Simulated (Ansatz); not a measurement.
System: BFGeH2Sn.

```yaml
atoms:
  - { symbol: B, position_ang: [2.2151, 1.6272, 0.7001] }
  - { symbol: F, position_ang: [3.1211, 0.7436, 0.2440] }
  - { symbol: Ge, position_ang: [0.2326, 1.9213, 0.0795] }
  - { symbol: Sn, position_ang: [0.1444, -0.2946, 1.3632] }
  - { symbol: H, position_ang: [2.6087, 2.4906, 1.4758] }
  - { symbol: H, position_ang: [0.1522, 0.2579, -0.5591] }
```

Geometry: PBE-D3(BJ)/def2-SVP; core potentials replace the inner electrons of Sn.

The calculation used Ansatz 0.2.0, isolated molecule in a Gaussian basis; Kohn-Sham density functional theory, functional PBE0.

### Predict the electron density and electron localisation function between the atoms.

B–F (1.35 Å): ρ at the midpoint is about 2.1 e/Å³; the ELF peaks at about 0.85 between the atoms: a shared but strongly polarised pair.
Ge–B (2.10 Å): ρ is about 0.66 e/Å³ halfway; the ELF peaks at about 0.90 in the valence shell of B, 0.8 Å from its nucleus, and is about 0.70 at the midpoint.
B–H (1.23 Å): ρ at the midpoint is about 1.2 e/Å³; the ELF climbs to about 1 towards the hydrogen, as it does in any bond to H (an ordinary covalent bond to hydrogen).

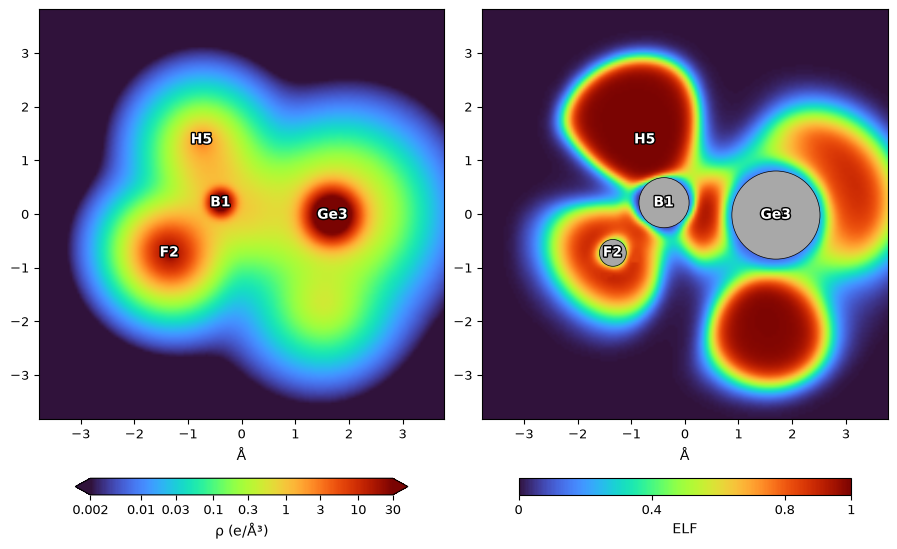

Computed electron density and electron localisation function on the plane of atoms Ge3, B1 and H5, in this order. Grey discs cover the atomic cores in the ELF map. 
